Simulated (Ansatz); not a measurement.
# SnH₂− (doublet): correlated methods under varied settings at a displaced geometry (v2)

Aim: run SnH₂− (doublet) at one geometry under a spread of methods and options, and see what each costs and gives.

The runs use Ansatz 0.2.0, Gaussian basis; the settings change from run to run.

14 further runs of the same task are left out: 4 that didn't finish, 10 set aside as unsound or not needed.

## 1. The geometry

The geometry is a PBE0/def2-TZVPD stationary point (not a proven minimum) with its atoms shifted at random (size 0.100 Å). No spin-orbit coupling is included. Elements past krypton take def2 core potentials.

3 atoms, charge -1, spin multiplicity 2.

Atoms are counted from 1 here; the program's logs count them from 0.

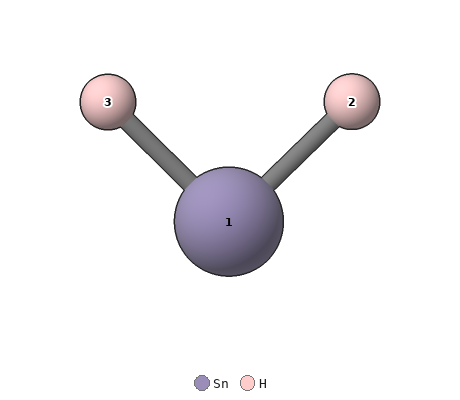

The geometry (tin purple, hydrogen pink); atoms are numbered from 1 in the order of the file.

Coordinates:

```xyz
3
charge -1, multiplicity 2
Sn    0.0021   -0.0210   -0.0001
H    -0.1628    1.2504   -1.2766
H    -0.0861    1.2180    1.2914
```

## 2. BCCD/def2-mTZVP

File in.yaml:

```yaml
crystal:
  periodic: [false, false, false]
  atoms:
    - {symbol: Sn, position_ang: [0.002113, -0.020958, -0.000125]}
    - {symbol: H, position_ang: [-0.162761, 1.250393, -1.276626]}
    - {symbol: H, position_ang: [-0.086140, 1.217963, 1.291387]}
basis:
  gaussian: {orbitals: def2-mTZVP}
total_charge: -1
magnetization: {spin_polarized: false, initial_magnetization: 1}
hamiltonian: {xc: {name: r2SCAN}}
correlation: {method: bccd, electrons: all}
output: {forces: true}
```

Launch:

```console
> ansatz run in.yaml --threads 1 --pin off --events-out ev --progress --plain --max-ram 2393MiB
```

The program printed, shortened:

```text
Functional definition: r2SCAN
  name "r2SCAN"
  cite "Furness, Kaplan, Ning, Perdew & Sun, J. Phys. Chem. Lett. 11, 8208 (2020) doi:10.1021/acs.jpclett.0c02405"
  cite "Furness, Kaplan, Ning, Perdew & Sun, J. Phys. Chem. Lett. 11, 9248 (2020) doi:10.1021/acs.jpclett.0c03077"
  parent r2scan
[...]
504 factors; integrals over basis functions are off by at most 2.5e-4 eV
[...]
mean field -5866.01565768 eV, -215.5720992915 hartree, gradient 1.8e-6 eV, S^2 0.750000; 0 other end points of the search recorded, 0 dependent functions left out
reference -5836.22473179 eV, -214.4773029579 hartree; 13, 12 occupied and 29, 30 virtual orbitals, 504 factors
second order -5.02707428 eV of doubles, -0.32092568 eV of singles
cycle   1  -5.39382447 eV  change   -4.8e-2 eV  update   6.6e-2
[...]
cycle  12  -5.61939188 eV  change    1.1e-6 eV  update   1.1e-6
[...]
Total energy: -5841.84412367 eV, -214.6838118007 hartree
Atom 0 at     0.002113    -0.020958    -0.000125 Å, force     0.029063    -0.320956    -0.117491 eV/Å
Atom 1 at    -0.162761     1.250393    -1.276626 Å, force    -0.013605     0.106014    -0.101410 eV/Å
Atom 2 at    -0.086140     1.217963     1.291387 Å, force    -0.015459     0.214942     0.218901 eV/Å
Dipole moment:     0.018745    -0.183430     0.007620 e Å
```

It took 20 s on 1 thread of Arm Neoverse N1, shared host; peak memory 0.27 GiB.

From the report: correlation -5.6194 eV; largest double amplitude 0.04.

## 3. CCSDT on ROHF/def2-SVP

Edit in.yaml of step 2 so:

```diff
@@ -7,7 +7,6 @@
 basis:
-  gaussian: {orbitals: def2-mTZVP}
+  gaussian: {orbitals: def2-SVP}
 total_charge: -1
 magnetization: {spin_polarized: false, initial_magnetization: 1}
-hamiltonian: {xc: {name: r2SCAN}}
-correlation: {method: bccd, electrons: all}
+correlation: {method: ccsdt, electrons: outside_noble_gas}
 output: {forces: true}
```

Same command.

The program printed, shortened:

```text
Functional definition: HF
  name "HF"
  cite "Fock, Z. Phys. 61, 126 (1930) doi:10.1007/BF01340294"
  parent pbe
[...]
771 factors; integrals over basis functions are off by at most 1.3e-7 eV
[...]
mean field -5836.41482572 eV, -214.4842887813 hartree, gradient 1.0e-6 eV, S^2 0.750000; 2 other end points of the search recorded, 0 dependent functions left out
determinant -5836.41482572 eV, -214.4842887813 hartree, with singles and doubles -5839.33248870 eV, -214.5915109179 hartree
determinant -5833.77907381 eV, -214.3874266850 hartree, with singles and doubles -5836.81825823 eV, -214.4991146524 hartree
determinant -5833.02136962 eV, -214.3595815698 hartree, with singles and doubles -5835.94809219 eV, -214.4671366402 hartree
9 core orbitals not correlated: weight in the atoms' cores, before any rotation towards them, 0.999 or more for the frozen orbitals, at most 0.001 for the correlated occupied ones
reference -5836.41482572 eV, -214.4842887813 hartree; 4, 3 occupied and 23, 24 virtual orbitals, 771 factors
second order -2.24557934 eV of doubles, -0.04614791 eV of singles
cycle   1  -2.73785355 eV  change   -4.5e-1 eV  update   6.2e-2
[...]
cycle  14  -2.99102659 eV  change   -1.2e-7 eV  update   3.1e-7
[...]
Total energy: -5839.40585232 eV, -214.5942069811 hartree
Atom 0 at     0.002113    -0.020958    -0.000125 Å, force     0.026998    -0.302214    -0.123514 eV/Å
Atom 1 at    -0.162761     1.250393    -1.276626 Å, force    -0.012279     0.093648    -0.098717 eV/Å
Atom 2 at    -0.086140     1.217963     1.291387 Å, force    -0.014719     0.208565     0.222231 eV/Å
Dipole moment:     0.017276    -0.168608     0.008605 e Å
```

It took 18 s on 1 thread of Arm Neoverse N1, shared host.

From the report: correlation -2.9910 eV; T1 0.019; largest double amplitude 0.07.

## 4. MP2 on ROHF/def2-mTZVP

Edit in.yaml of step 3 so:

```diff
@@ -7,6 +7,5 @@
 basis:
-  gaussian: {orbitals: def2-SVP}
+  gaussian: {orbitals: def2-mTZVP}
 total_charge: -1
 magnetization: {spin_polarized: false, initial_magnetization: 1}
-correlation: {method: ccsdt, electrons: outside_noble_gas}
-output: {forces: true}
+correlation: {method: mp2, electrons: valence}
```

The command is unchanged.

The program printed:

```text
Functional definition: HF
  name "HF"
  cite "Fock, Z. Phys. 61, 126 (1930) doi:10.1007/BF01340294"
  parent pbe
  exchange = exact_x
  correlation = 0
504 factors; integrals over basis functions are off by at most 2.5e-4 eV
mean field evaluation 1: about -5836.0140 eV, gradient 1.0e1 eV
mean field evaluation 2: about -5836.0435 eV, gradient 1.1e1 eV
mean field evaluation 4: about -5836.5716 eV, gradient 1.1e0 eV
mean field evaluation 8: about -5836.5827 eV, gradient 1.8e-3 eV
mean field -5836.58266330 eV, -214.4904566985 hartree, gradient 1.8e-6 eV, S^2 0.750000; 0 other end points of the search recorded, 0 dependent functions left out
mean field evaluation 16: about -5836.5779 eV, gradient 3.6e0 eV
4 core orbitals not correlated: weight in the atoms' cores, before any rotation towards them, 1.000 or more for the frozen orbitals, at most 0.000 for the correlated occupied ones
reference -5836.58266330 eV, -214.4904566985 hartree; 9, 8 occupied and 29, 30 virtual orbitals, 504 factors
second order -3.67282156 eV of doubles, -0.04863042 eV of singles
Total energy: -5840.30411529 eV, -214.6272175364 hartree
```

Wall time 0.99 s (1 thread of Arm Neoverse N1, shared host).

## 5. CCSD on UHF/def2-mTZVP

Edit in.yaml of step 4 so:

```diff
@@ -9,3 +9,4 @@
 total_charge: -1
-magnetization: {spin_polarized: false, initial_magnetization: 1}
-correlation: {method: mp2, electrons: valence}
+magnetization: {spin_polarized: true, initial_magnetization: 1}
+correlation: {method: ccsd, electrons: outside_noble_gas}
+scf: {omitted_lower_state_checks: [cluster_reference]}
```

The command is unchanged.

The program printed, shortened:

```text
Functional definition: HF
  name "HF"
  cite "Fock, Z. Phys. 61, 126 (1930) doi:10.1007/BF01340294"
  parent pbe
[...]
504 factors; integrals over basis functions are off by at most 2.5e-4 eV
[...]
mean field -5836.67109029 eV, -214.4937063305 hartree, gradient 4.0e-6 eV, S^2 0.766648; 0 other end points of the search recorded, 0 dependent functions left out
9 core orbitals not correlated: weight in the atoms' cores, before any rotation towards them, 0.999 or more for the frozen orbitals, at most 0.001 for the correlated occupied ones
reference -5836.67109029 eV, -214.4937063305 hartree; 4, 3 occupied and 29, 30 virtual orbitals, 504 factors
second order -1.99303382 eV of doubles, -0.00000000 eV of singles
cycle   1  -2.40391998 eV  change   -4.1e-1 eV  update   6.7e-2
[...]
cycle  10  -2.62207502 eV  change   -4.7e-6 eV  update   3.5e-6
Total energy: -5839.29316532 eV, -214.5900658104 hartree
Checks for a lower state left out: cluster_reference
```

Wall time 1.3 s (1 thread of Arm Neoverse N1, shared host).

From the report: ⟨S²⟩ of the determinant 0.767 (pure doublet: 0.75); correlation -2.6221 eV; T1 0.021; largest double amplitude 0.04.

## 6. NEVPT2(1,3)/def2-mTZVP

File in.yaml:

```yaml
crystal:
  periodic: [false, false, false]
  atoms:
    - {symbol: Sn, position_ang: [0.002113, -0.020958, -0.000125]}
    - {symbol: H, position_ang: [-0.162761, 1.250393, -1.276626]}
    - {symbol: H, position_ang: [-0.086140, 1.217963, 1.291387]}
basis:
  gaussian: {orbitals: def2-mTZVP}
total_charge: -1
magnetization: {spin_polarized: false, initial_magnetization: 1}
correlation: {method: sc_nevpt2, electrons: valence, active_space: {window: {electrons: 1, orbitals: 3}}}
accuracy: high
```

The command is unchanged.

The program printed:

```text
Functional definition: HF
  name "HF"
  cite "Fock, Z. Phys. 61, 126 (1930) doi:10.1007/BF01340294"
  parent pbe
  exchange = exact_x
  correlation = 0
878 factors; integrals over basis functions are off by at most 3.0e-9 eV
mean field evaluation 1: about -5835.9442 eV, gradient 1.0e1 eV
mean field evaluation 2: about -5836.0355 eV, gradient 1.1e1 eV
mean field evaluation 4: about -5836.5699 eV, gradient 1.1e0 eV
mean field evaluation 8: about -5836.5822 eV, gradient 2.3e-1 eV
mean field evaluation 16: about -5836.5827 eV, gradient 7.1e-8 eV
mean field -5836.58270150 eV, -214.4904581023 hartree, gradient 7.1e-8 eV, S^2 0.750000; 0 other end points of the search recorded, 0 dependent functions left out
reference -5836.58270150 eV, -214.4904581023 hartree; 13, 12 occupied and 29, 30 virtual orbitals, 878 factors
state -5836.58270150 eV, -214.4904581023 hartree
state -5836.58270150 eV, -214.4904581023 hartree; corrected -5840.32500810 eV, -214.6279853331 hartree
WARN: 2 active orbitals are nearly empty or full. The corrections depend on them more than the energy does, and are more stable in an active space without them
Total energy: -5840.32500810 eV, -214.6279853331 hartree
```

Run time: 3 s. Hardware: 1 thread of Arm Neoverse N1, shared host.

From the report: 1 determinant; active occupations 1.00, 0.00, 0.00. The report marks this result as in doubt.

## 7. BCCD on ROHF/def2-SVPD

File in.yaml:

```yaml
crystal:
  periodic: [false, false, false]
  atoms:
    - {symbol: Sn, position_ang: [0.002113, -0.020958, -0.000125]}
    - {symbol: H, position_ang: [-0.162761, 1.250393, -1.276626]}
    - {symbol: H, position_ang: [-0.086140, 1.217963, 1.291387]}
basis:
  gaussian: {orbitals: def2-SVPD}
total_charge: -1
magnetization: {spin_polarized: false, initial_magnetization: 1}
correlation: {method: bccd, electrons: valence}
```

The command is unchanged.

The program printed, shortened:

```text
Functional definition: HF
  name "HF"
  cite "Fock, Z. Phys. 61, 126 (1930) doi:10.1007/BF01340294"
  parent pbe
[...]
584 factors; integrals over basis functions are off by at most 3.3e-4 eV
[...]
mean field -5836.47519676 eV, -214.4865073759 hartree, gradient 6.3e-6 eV, S^2 0.750000; 2 other end points of the search recorded, 0 dependent functions left out
determinant -5836.47519676 eV, -214.4865073759 hartree, with singles and doubles -5840.44422362 eV, -214.6323664229 hartree
determinant -5834.13038770 eV, -214.4003372323 hartree, with singles and doubles -5838.05319541 eV, -214.5444977567 hartree
determinant -5833.82972980 eV, -214.3892882584 hartree, with singles and doubles -5837.95735981 eV, -214.5409758635 hartree
4 core orbitals not correlated: weight in the atoms' cores, before any rotation towards them, 1.000 or more for the frozen orbitals, at most 0.000 for the correlated occupied ones
reference -5836.47519676 eV, -214.4865073759 hartree; 9, 8 occupied and 35, 36 virtual orbitals, 584 factors
second order -3.24694611 eV of doubles, -0.05446894 eV of singles
cycle   1  -3.94767910 eV  change   -1.5e-1 eV  update   1.5e-2
[...]
cycle   8  -3.95029235 eV  change    2.6e-6 eV  update   1.2e-5
Total energy: -5840.42548911 eV, -214.6316779423 hartree
```

It took 6.5 s on 1 thread of Arm Neoverse N1, shared host.

From the report: correlation -3.9503 eV; largest double amplitude 0.06.

## 8. The runs in one table

 † marks a result that the program doubts.

| level | correlated | functions | energy (eV) | time |
| --- | --- | --- | --- | --- |
| BCCD/def2-mTZVP (on r2SCAN orbitals) | all | 42 | -5841.8441 | 20 s |
| CCSDT on ROHF/def2-SVP | outside noble gas | 36 | -5839.4059 | 18 s |
| MP2 on ROHF/def2-mTZVP | valence | 42 | -5840.3041 | 0.99 s |
| CCSD on UHF/def2-mTZVP | outside noble gas | 42 | -5839.2932 | 1.3 s |
| NEVPT2(1,3)/def2-mTZVP † | valence | 42 | -5840.3250 | 3 s |
| BCCD on ROHF/def2-SVPD | valence | 48 | -5840.4255 | 6.5 s |

## 9. Results

```
quantity                                       value
    runs                                           6
quickest              MP2 on ROHF/def2-mTZVP, 0.99 s
 slowest  BCCD/def2-mTZVP (on r2SCAN orbitals), 20 s
```

What this shows: Total energies in different bases, with other cores or another treatment of relativity can't be set against each other. BCCD/def2-mTZVP (on r2SCAN orbitals) took 20 times as long as MP2 on ROHF/def2-mTZVP; the jobs differ in more than the method.
